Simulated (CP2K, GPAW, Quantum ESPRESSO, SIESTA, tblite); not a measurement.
**CP2K runs on amorphous carbon (160 atoms)**

Wanted: CP2K inputs and outputs for amorphous carbon (160 atoms), checked against a plane-wave reference.

Main program and level: CP2K 2026.2; the method is named at each step.

## 1. The structure

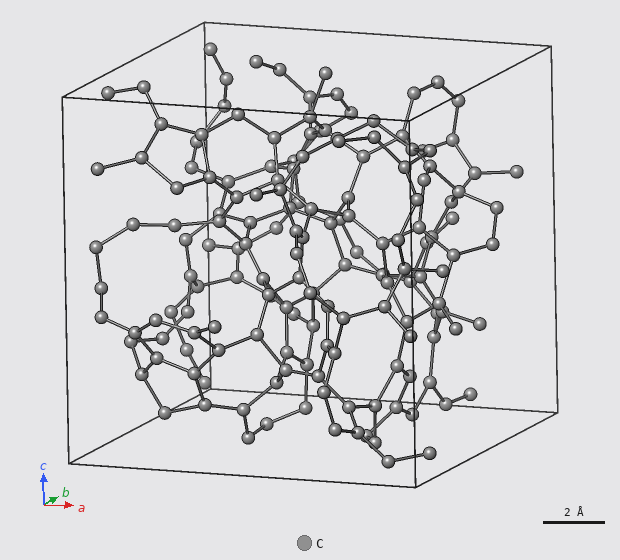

The starting structure, seen slightly off an axis (carbon grey). Some periodic images of atoms are drawn too.

The cell holds 160 atoms: 160 C. Its edges and angles: a = 12.341 Å, b = 12.341 Å, c = 12.341 Å, α = 90.0°, β = 90.0°, γ = 90.0°. 160 atoms (160 C) placed at random at 1.7 g/cm³, melted at 6000 K for 10 ps at fixed volume with the LCBOP (Los and Fasolino, Phys. Rev. B 68, 024107 (2003)). Quenched from 4800 K to 100 K at 500 K/ps and fixed volume, held 5 ps. Then every atom was moved at random, 0.03 Å r.m.s. a Cartesian component.

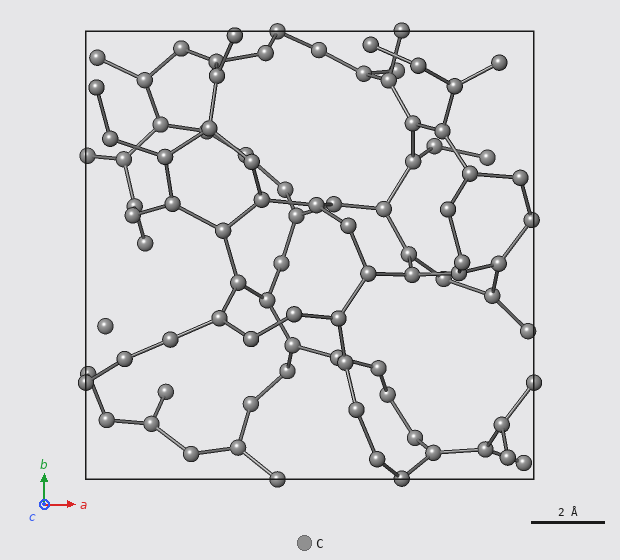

A slice 6 Å thick through the middle of the cell. Bonds to atoms that aren't drawn are left out.

The yardstick, on the same geometry:

| Property | Result |
| --- | --- |
| method | Kohn-Sham DFT, PBE, SSSP efficiency 1.3.0 pseudopotentials, plane waves (Quantum ESPRESSO 7.5); sssp-pbe-1.3.0-efficiency, cutoffs 45/360 Ry, Γ point |
| r.m.s. force component | 2.02 eV/Å |
| longest force | 9.989 eV/Å |
| pressure | -10.11 GPa |
| time | 5.2 min on 4 MPI ranks of Arm Neoverse V1, shared host |
| CPU time | 21 min |

## 2. PBE, DZVP-UZH, 450/50 Ry, diagonalisation

Method: Kohn-Sham DFT, PBE, GTH-PBE pseudopotentials, Gaussian and plane waves, DZVP-MOLOPT (UZH set), diagonalisation.

input.inp

```
&GLOBAL
  PROJECT cell
  RUN_TYPE ENERGY_FORCE
  PRINT_LEVEL LOW
&END GLOBAL
&FORCE_EVAL
  METHOD QS
  STRESS_TENSOR ANALYTICAL
  &DFT
    BASIS_SET_FILE_NAME BASIS_MOLOPT_UZH
    POTENTIAL_FILE_NAME POTENTIAL_UZH
    &MGRID
      CUTOFF 450
      REL_CUTOFF 50
    &END MGRID
    &QS
      EPS_DEFAULT 1.0E-12
    &END QS
    &SCF
      SCF_GUESS ATOMIC
      EPS_SCF 5.0E-06
      MAX_SCF 200
      ADDED_MOS 72
      &DIAGONALIZATION
        ALGORITHM STANDARD
      &END DIAGONALIZATION
      &SMEAR ON
        METHOD FERMI_DIRAC
        ELECTRONIC_TEMPERATURE [K] 580
      &END SMEAR
      &MIXING
        METHOD BROYDEN_MIXING
        ALPHA 0.15
        NBROYDEN 12
      &END MIXING
      &PRINT
        &RESTART OFF
        &END RESTART
      &END PRINT
    &END SCF
    &XC
      &XC_FUNCTIONAL PBE
      &END XC_FUNCTIONAL
    &END XC
    &PRINT
      &MULLIKEN ON
      &END MULLIKEN
      &HIRSHFELD ON
        SHAPE_FUNCTION DENSITY
      &END HIRSHFELD
      &MO ON
        EIGENVALUES T
        OCCUPATION_NUMBERS T
        MO_INDEX_RANGE 309 332
        &EACH
          QS_SCF 0
        &END EACH
        ADD_LAST NUMERIC
      &END MO
    &END PRINT
  &END DFT
  &SUBSYS
    &CELL
      A 12.34060 0.00000 0.00000
      B 0.00000 12.34060 0.00000
      C 0.00000 0.00000 12.34060
    &END CELL
    &COORD
      C 3.40440 9.66726 8.25993
      C 9.03369 10.71855 0.40465
      C 9.16117 11.39408 9.16907
      C 7.84986 11.97199 8.59436
      C 11.00905 0.82707 5.83575
      C 2.20601 2.41135 3.20473
      C 5.74048 4.54788 8.99235
      C 10.45212 2.25636 0.29062
      C 4.40448 6.46746 0.30518
      C 6.20165 7.59539 10.08128
      C 7.45779 1.91872 7.91736
      C 9.48313 2.03188 1.24949
      C 9.12378 10.29021 11.33657
      C 2.06273 9.77425 4.42127
      C 6.94739 3.35035 6.03492
      C 0.67577 9.38392 8.10185
      C 11.59622 3.55928 10.56898
      C 8.92793 9.63850 1.35265
      C 11.06409 8.86191 3.61493
      C 4.85047 7.70337 7.35068
      C 4.34290 5.00016 0.13760
      C 5.28350 0.00062 4.94969
      C 4.99905 4.93340 5.54068
      C 3.48684 2.51403 2.75405
      C 5.27487 8.57758 9.69897
      C 9.37170 6.85718 2.15183
      C 4.19963 5.41654 6.57384
      C 1.07104 3.31604 7.44854
      C 1.16051 10.02205 11.98322
      C 7.00736 1.68795 9.34541
      C 8.99074 5.63336 6.85187
      C 10.16273 10.82900 8.22982
      C 9.40169 11.37273 10.51148
      C 5.61769 4.43657 2.19070
      C 6.74056 0.26878 9.43846
      C 5.34027 11.94484 9.71625
      C 5.39161 5.94977 4.40411
      C 2.21119 1.40547 10.15656
      C 7.66080 11.17355 4.36216
      C 10.27910 5.68371 7.46174
      C 9.27211 0.57729 1.62822
      C 0.97676 0.56693 9.86902
      C 8.27993 3.61333 10.74817
      C 8.06372 3.06084 5.19292
      C 9.74636 0.18499 11.45479
      C 8.97125 9.95121 2.82711
      C 3.51917 1.23517 9.25854
      C 3.33665 9.58778 3.91543
      C 7.78359 5.66804 7.69844
      C 9.01826 8.75837 5.09988
      C 6.71477 6.47388 12.25718
      C 3.78424 6.84977 6.96590
      C 4.10745 12.22892 8.97951
      C 5.49663 7.97844 3.37972
      C 0.06849 2.90239 5.32040
      C 9.57470 0.73217 5.36754
[... 100 atom lines left out ...]
      C 3.68342 4.43817 7.49975
      C 1.28046 3.33640 2.41308
      C 4.55306 3.86717 8.48095
      C 8.34558 10.98980 5.73900
    &END COORD
    &KIND C
      BASIS_SET DZVP-MOLOPT-PBE-GTH-q4
      POTENTIAL GTH-PBE-q4
    &END KIND
  &END SUBSYS
  &PRINT
    &FORCES ON
    &END FORCES
    &STRESS_TENSOR ON
    &END STRESS_TENSOR
  &END PRINT
&END FORCE_EVAL
```

Run with:

```bash
$ OMP_NUM_THREADS=1 mpirun -np 4 cp2k.psmp -i input.inp > output.txt
```

Numbers of over 12 decimals in the logs are rounded to 6 here.

Log:

```text
CP2K| version string:                                       CP2K version 2026.2
 CP2K| Input file name                                                 input.inp
 GLOBAL| Basis set file name                                    BASIS_MOLOPT_UZH
 GLOBAL| Potential file name                                       POTENTIAL_UZH
 GLOBAL| Run type                                                   ENERGY_FORCE
 GLOBAL| Total number of message passing processes                             4
 GLOBAL| Number of threads for this process                                    1
 TOTAL NUMBERS AND MAXIMUM NUMBERS
  Total number of            - Atomic kinds:                                   1
                             - Atoms:                                        160
                             - Shell sets:                                   160
                             - Shells:                                       800
                             - Primitive Cartesian functions:                800
                             - Cartesian basis functions:                   2240
                             - Spherical basis functions:                   2080
  Maximum angular momentum of- Orbital basis functions:                        2
                             - Local part of the GTH pseudopotential:          2
                             - Non-local part of the GTH pseudopotential:      0
 SCF PARAMETERS         Density guess:                                    ATOMIC
                        max_scf:                                             200
                        eps_scf:                                        5.00E-06
                        added MOs                                        72    0
                        Mixing method:                            BROYDEN_MIXING
                                                charge density mixing in g-space
                        Smear method:                                FERMI_DIRAC
                        Electronic temperature [K]:                        580.0
                        Electronic temperature [a.u.]:                  1.84E-03
                        Accuracy threshold:                             1.00E-10
 Extrapolation method: initial_guess
 Number of electrons:                                                        640
 Number of occupied orbitals:                                                320
 Number of molecular orbitals:                                               392
 Number of orbital functions:                                               2080
 Number of independent orbital functions:                                   2080
 SCF WAVEFUNCTION OPTIMIZATION
  Step     Update method      Time    Convergence         Total energy    Change
     1 NoMix/Diag. 0.15E+00    7.6     0.77060904      -909.6198179650 -9.10E+02
     2 Broy./Diag. 0.15E+00    9.5     0.39412420      -844.2338336162  6.54E+01
     3 Broy./Diag. 0.15E+00    9.4     0.47409248      -864.2051930535 -2.00E+01
     4 Broy./Diag. 0.15E+00    9.3     0.92105552      -888.4512626112 -2.42E+01
[...]
25 Broy./Diag. 0.15E+00    9.4     0.00000610      -904.8414876946 -1.73E-04
    26 Broy./Diag. 0.15E+00    9.4     0.00000270      -904.8417232895 -2.36E-04
  *** SCF run converged in    26 steps ***
  Electronic density on regular grids:       -639.9999999999        0.0000000001
  Core density on regular grids:              639.9999999994       -0.0000000006
  Total charge density on r-space grids:       -0.0000000004
  Total charge density g-space grids:          -0.0000000004
  Overlap energy of the core charge distribution:               3.20375e-05
  Self energy of the core charge distribution:              -2133.074689
  Core Hamiltonian energy:                                    652.403592
  Hartree energy:                                             849.009944
  Exchange-correlation energy:                               -273.165852
  Electronic entropic energy:                                  -0.014749
  Fermi energy:                                                 0.108799
  Total energy:                                              -904.841723
  Total energy (extrapolated to T->0):                       -904.834349
 MO| EIGENVALUES AND OCCUPATION NUMBERS
 MO|
 MO|  Index      Eigenvalue [a.u.]        Eigenvalue [eV]             Occupation
 MO|    309               0.089260               2.428884               1.999952
 MO|    310               0.091958               2.502315               1.999792
 MO|    311               0.093053               2.532109               1.999622
[...]
MO|    331               0.126713               3.448039               0.000116
 MO|    332               0.129575               3.525920               0.000024
 MO| Sum:                                                             640.000000
 MO| E(Fermi):            0.108799 a.u.          2.960573 eV
 !-----------------------------------------------------------------------------!
                     Mulliken Population Analysis
 #  Atom  Element  Kind  Atomic population                           Net charge
       1     C        1          4.002715                             -0.002715
       2     C        1          3.957435                              0.042565
       3     C        1          4.009723                             -0.009723
[...]
159     C        1          3.978320                              0.021680
     160     C        1          4.002936                             -0.002936
 # Total charge                            640.000000                  0.000000
 !-----------------------------------------------------------------------------!
 !-----------------------------------------------------------------------------!
                           Hirshfeld Charges
  #Atom  Element  Kind  Ref Charge     Population                    Net charge
      1       C      1       4.000          3.983                         0.017
      2       C      1       4.000          4.006                        -0.006
      3       C      1       4.000          3.997                         0.003
[...]
159       C      1       4.000          3.992                         0.008
    160       C      1       4.000          4.003                        -0.003
  Total Charge                                                           -0.000
 !-----------------------------------------------------------------------------!
 ENERGY| Total FORCE_EVAL ( QS ) energy [hartree]           -904.841914
 FORCES| Atomic forces [hartree/bohr]
 FORCES|   Atom     x               y               z               |f|
 FORCES|      1 -2.51145475E-03 -4.88904998E-02 -3.97620964E-03   4.91161747E-02
 FORCES|      2  1.54064500E-02  2.11642078E-02 -5.10957481E-03   2.66718980E-02
 FORCES|      3 -6.78343077E-02  1.84825263E-02 -1.12347499E-01   1.32533232E-01
[...]
FORCES|    159 -2.41790043E-02 -3.27308468E-02 -1.42228521E-02   4.31071003E-02
 FORCES|    160  3.26234484E-02  1.23435810E-02  3.34238286E-02   4.83094783E-02
 FORCES| Sum    -2.37459768E-05  2.85838481E-05  8.97045651E-06
 FORCES| Total atomic force                                       3.82279593E-05
 STRESS| Analytical stress tensor [bar]
 STRESS|                        x                   y                   z
 STRESS|      x       -1.03169096746E+05   2.09728448530E+03  -4.95366482961E+03
 STRESS|      y        2.09728448530E+03  -1.12294496408E+05  -1.87386723788E+04
 STRESS|      z       -4.95366482961E+03  -1.87386723788E+04  -6.18057990565E+04
 STRESS| 1/3 Trace                                            -9.24231307369E+04
```

The job ended after 4.4 min (4 MPI ranks of Arm Neoverse V1, shared host; peak memory 4.8 GiB; 18 min of CPU time).

Banners, paths, timers and routine set-up lines are dropped from the logs unmarked, and long logs keep their key lines alone; longer cuts are marked.

Compared with the plane-wave run:

```
r.m.s. force component                  : 2.048 eV/Å
r.m.s. difference of force components   : 47.25 meV/Å
longest difference of force vectors     : 193.7 meV/Å
force difference over r.m.s. force      : 2.339 %
slope of forces against the reference's : 1.014
correlation of force components         : 0.9998
pressure                                : -9.242 GPa
pressure difference                     : 0.8677 GPa
```

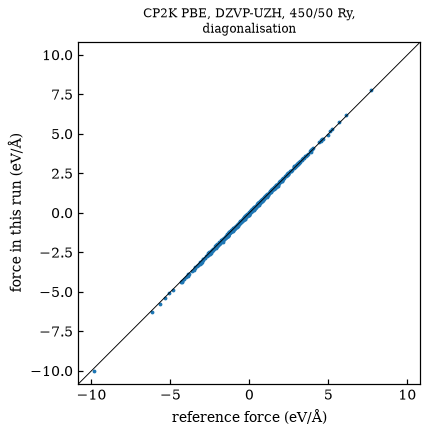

Force components against those of the reference; the line marks equality.

Local excerpt of 9 atoms (numbers count through the whole input) about C100, which bears the longest force; x, y, z are measured from there.

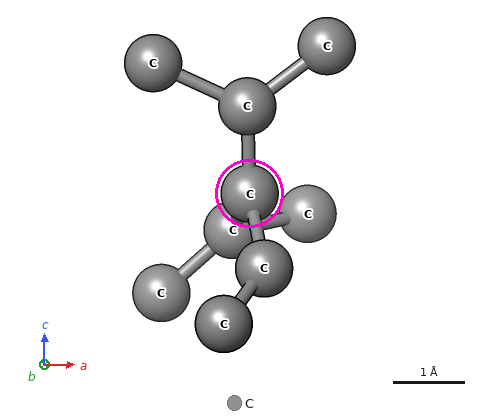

The atoms of the table, within 2.6 Å (arrows a, b, c point along x, y, z); some may hide others; the central atom is ringed.

```tsv
atom	x	y	z	distance (Å)	Hirshfeld charge (e)	Fx	Fy	Fz (eV/Å)
C100	0.00	0.00	0.00	0.00	0.03	0.96	-1.37	-10.02
C138	-0.05	-0.25	1.27	1.29	-0.02	-0.65	-1.42	7.79
C106	0.29	-1.02	-0.98	1.44	-0.01	-2.41	-1.72	-0.32
C102	-0.30	1.30	-0.64	1.47	-0.01	1.25	-1.69	1.74
C68	-1.41	-0.38	1.86	2.36	0.01	-0.77	-0.09	1.83
C94	1.04	0.07	2.14	2.38	0.02	1.38	0.23	1.77
C14	0.71	2.25	-0.45	2.41	0.00	0.05	2.38	0.61
C118	-1.30	1.39	-1.58	2.47	-0.02	-1.87	0.77	-2.63
C76	-0.21	-2.00	-1.71	2.64	-0.01	0.43	1.68	2.00
```

Forces lie 2.3 % from the reference's, at 0.86 times its CPU time.

## 3. PBE, SZV-MOLOPT-SR, 450/50 Ry, diagonalisation

Method: Kohn-Sham DFT, PBE, GTH-PBE pseudopotentials, Gaussian and plane waves, SZV-MOLOPT-SR-GTH, diagonalisation.

input.inp, as its differences from that of step 2:

```diff
@@ -9,4 +9,4 @@
   &DFT
-    BASIS_SET_FILE_NAME BASIS_MOLOPT_UZH
-    POTENTIAL_FILE_NAME POTENTIAL_UZH
+    BASIS_SET_FILE_NAME BASIS_MOLOPT
+    POTENTIAL_FILE_NAME GTH_POTENTIALS
     &MGRID
@@ -67,7 +67,8 @@
     &END CELL
-    &COORD
-[... 160 atom lines left out: the same atoms as in the first run ...]
-    &END COORD
+    &TOPOLOGY
+      COORD_FILE_NAME structure.xyz
+      COORD_FILE_FORMAT XYZ
+    &END TOPOLOGY
     &KIND C
-      BASIS_SET DZVP-MOLOPT-PBE-GTH-q4
+      BASIS_SET SZV-MOLOPT-SR-GTH-q4
       POTENTIAL GTH-PBE-q4
```

structure.xyz

```xyz
160

C 3.40440 9.66726 8.25993
C 9.03369 10.71855 0.40465
C 9.16117 11.39408 9.16907
C 7.84986 11.97199 8.59436
C 11.00905 0.82707 5.83575
C 2.20601 2.41135 3.20473
C 5.74048 4.54788 8.99235
C 10.45212 2.25636 0.29062
C 4.40448 6.46746 0.30518
C 6.20165 7.59539 10.08128
C 7.45779 1.91872 7.91736
C 9.48313 2.03188 1.24949
C 9.12378 10.29021 11.33657
C 2.06273 9.77425 4.42127
C 6.94739 3.35035 6.03492
C 0.67577 9.38392 8.10185
C 11.59622 3.55928 10.56898
C 8.92793 9.63850 1.35265
C 11.06409 8.86191 3.61493
C 4.85047 7.70337 7.35068
[... 136 atom lines left out ...]
C 3.68342 4.43817 7.49975
C 1.28046 3.33640 2.41308
C 4.55306 3.86717 8.48095
C 8.34558 10.98980 5.73900
```

Run with:

```bash
$ OMP_NUM_THREADS=2 cp2k.psmp -i input.inp > output.txt
```

Log:

```text
CP2K| version string:                                       CP2K version 2026.2
 CP2K| Input file name                                                 input.inp
 GLOBAL| Basis set file name                                        BASIS_MOLOPT
 GLOBAL| Potential file name                                      GTH_POTENTIALS
[... lines left out ...]
 Number of electrons:                                                        640
[... lines left out ...]
  Step     Update method      Time    Convergence         Total energy    Change
[... lines left out ...]
  *** SCF run converged in    34 steps ***
[... lines left out ...]
  Fermi energy:                                                 0.147727
  Total energy:                                              -901.221739
  Total energy (extrapolated to T->0):                       -901.214404
[... lines left out ...]
 MO| E(Fermi):            0.147727 a.u.          4.019867 eV
[... lines left out ...]
 ENERGY| Total FORCE_EVAL ( QS ) energy [hartree]           -901.221732
[... lines left out ...]
 FORCES|      1 -5.86060545E-03 -6.01811396E-02 -4.50454586E-03   6.06333835E-02
 FORCES|      2  1.76760031E-02  2.62977267E-02 -8.98771374E-03   3.29361582E-02
 FORCES|      3 -9.02919747E-02  2.05056959E-02 -1.49062438E-01   1.75478588E-01
[...]
FORCES|    159 -3.18252559E-02 -3.96457565E-02 -2.07805979E-02   5.49223649E-02
 FORCES|    160  4.12469759E-02  1.25209895E-02  3.96764063E-02   5.85858807E-02
 FORCES| Sum     1.39137044E-04 -5.06485548E-05 -3.18295253E-05
 FORCES| Total atomic force                                       1.51451351E-04
 STRESS| Analytical stress tensor [bar]
 STRESS|                        x                   y                   z
 STRESS|      x       -6.25820949269E+04   1.94443272492E+03  -1.04076839335E+04
 STRESS|      y        1.94443272492E+03  -6.71153254040E+04  -2.44843648585E+04
 STRESS|      z       -1.04076839335E+04  -2.44843648585E+04  -2.04664368766E+03
 STRESS| 1/3 Trace                                            -4.39146880062E+04
```

Run time: 3.7 min. Hardware: 2 threads; peak memory 3.4 GiB.

Against the reference:

```yaml
r_m_s_force_component: 2.65 eV/Å
r_m_s_difference_of_force_components: 679.6 meV/Å
longest_difference_of_force_vectors: 2763 meV/Å
force_difference_over_r_m_s_force: 33.65 %
slope_of_forces_against_the_reference_s: 1.304
correlation_of_force_components: 0.994
pressure: -4.391 GPa
pressure_difference: 5.718 GPa
```

This is a coarse setting, run to see what it loses.

Against the first run (2.3 %), the force difference from the reference is 34 %, at 0.38 times the CPU time (on 2 against 4 cores), with 640 basis functions against 2080; this set comes with other potentials too, so the change isn't the basis's alone.

[end of part 1 of 2]

[Also dropped from logs without a mark: logging warnings of Python, and SIESTA's first energy breakdown and zero terms.]

[Logs are printed without paths, hosts, clocks, repeated set-up lines and the standing remarks that a program may print on its own settings, such as how far it seeks lower states.]

[Hosts, paths, dates, database ids (printed as entryN), source tags and the programs' standing remarks are cut or masked in the printed files.]
